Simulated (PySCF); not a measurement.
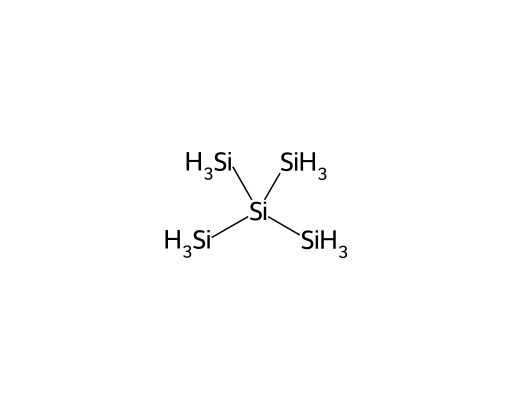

Source: calculation with PySCF.

2D structure.

Question: Give its SMILES.

Answer: [SiH3][Si]([SiH3])([SiH3])[SiH3]

Question: Give the formula, hydrogens included.

Answer: Si5H12.
